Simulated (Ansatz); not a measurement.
# C3H9FMoO4: what the fields show

```xyz
18

C     1.6479   -2.0540   -0.5782
O     0.6372   -1.2837   -1.1498
Mo   -0.6203   -0.0625   -0.5565
O    -2.0229   -0.4601   -1.3551
F    -1.1675    1.3371    0.6065
O     0.1136    1.3484   -1.5141
C     0.1789    2.7405   -1.4397
O    -0.6250   -1.0287    1.0546
C    -1.0433   -0.8060    2.3695
H     2.5818   -1.4856   -0.5187
H     1.3436   -2.3543    0.4323
H     1.8102   -2.9441   -1.1907
H     1.2248    3.0603   -1.4272
H    -0.3185    3.1736   -2.3121
H    -0.3169    3.0895   -0.5283
H    -0.2289   -1.0482    3.0587
H    -1.3326    0.2391    2.5096
H    -1.8996   -1.4501    2.5909
```

Geometry: PBE0-D4/def2-TZVP; core potentials replace the inner electrons of Mo.

The calculation used RKS PBE0-D4/def2-TZVPP in Ansatz.

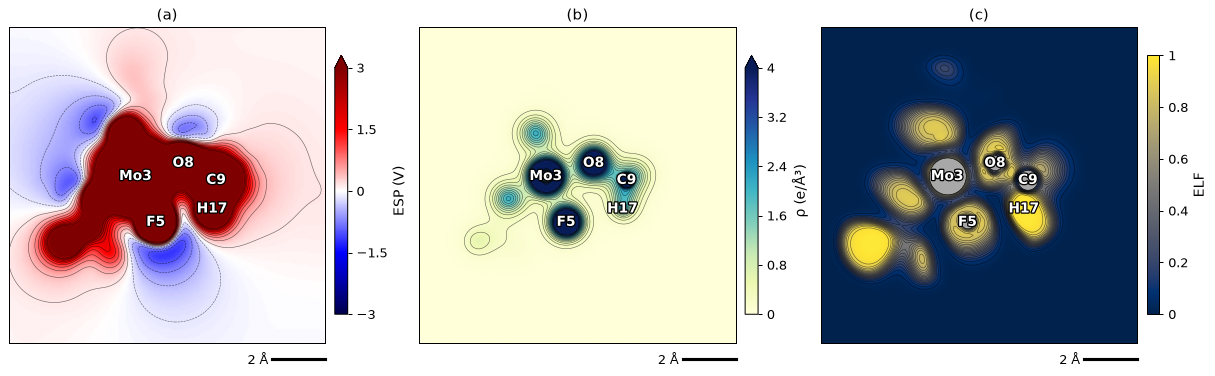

Figure 1. (a) electrostatic potential; (b) electron density; (c) electron localisation function on the plane of atoms O8, C9 and H17. Grey discs cover the atomic cores in the ELF map.

Q: What does the map show?

A:
- The section cuts through Mo, F, O, C and H sites.
- C–O (1.40 Å): the density is about 2.1 e/Å³ at the midpoint, with its minimum of 1.8 e/Å³ about 0.5 Å from C; the ELF peaks at about 0.85 between the atoms; a shared but strongly polarised pair.
- Mo–F (1.90 Å): the density is about 1 e/Å³ at the midpoint; the ELF peaks at about 0.80 in the valence shell of F, 0.5 Å from its nucleus, and drops to about 0.25 between the two atoms.
- C–H (1.09 Å): ρ at the midpoint is about 2.1 e/Å³; the ELF climbs to about 1 towards the hydrogen, as it does in any bond to H: an ordinary covalent bond to hydrogen.
- Mo–O (1.88 Å): ρ at the midpoint is about 1.1 e/Å³; the ELF peaks at about 0.80 in the valence shell of O, 0.5 Å from its nucleus, and drops to about 0.30 between the two atoms.
- Outside the dense part of the molecule the potential is most negative (−1.2 V) near F5.

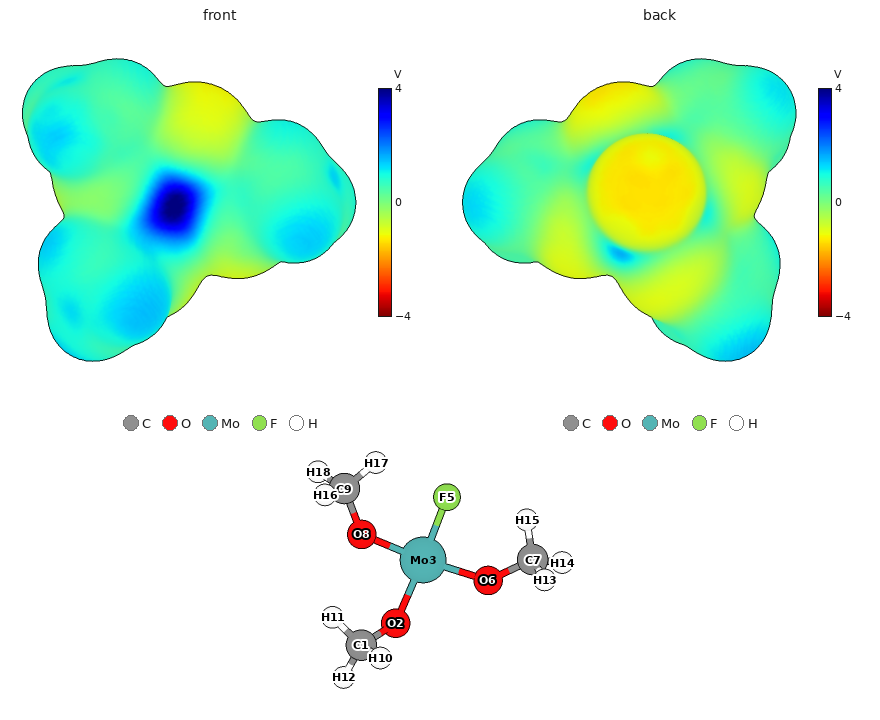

Figure 2. The electrostatic potential painted on the density surface at 0.004 e/bohr³, seen from the front and from behind; red is negative and blue positive. The bare structure is drawn below in the same view.

Q: Where is the surface potential most negative and most positive?

A: The most negative region (about −1.4 V) lies over O4, the most positive (about +3.8 V) over Mo3. O4 is the likeliest acceptor of a hydrogen bond.

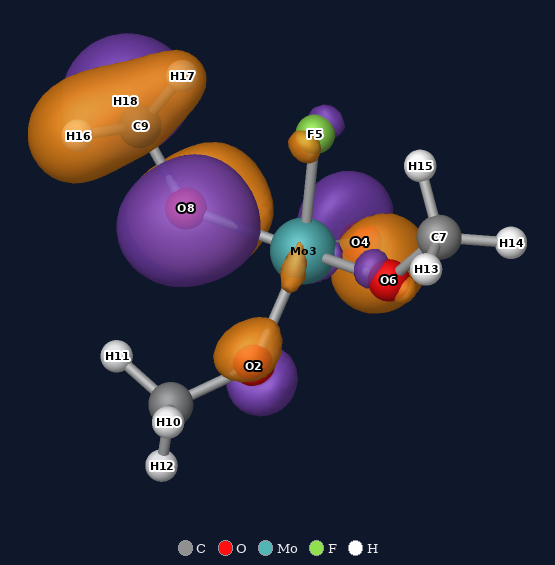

Figure 3. The HOMO−1 at ±0.08 Å⁻³ᐟ² (orange and purple are the two phases), seen at a tilt.

Q: Describe this orbital and give its energy.

A: Its weight (Hirshfeld) is mainly on O8 (about 50 %), C9 (about 15 %), O4 (about 10 %) and H18 (about 10 %). Its energy is −8.43 eV.
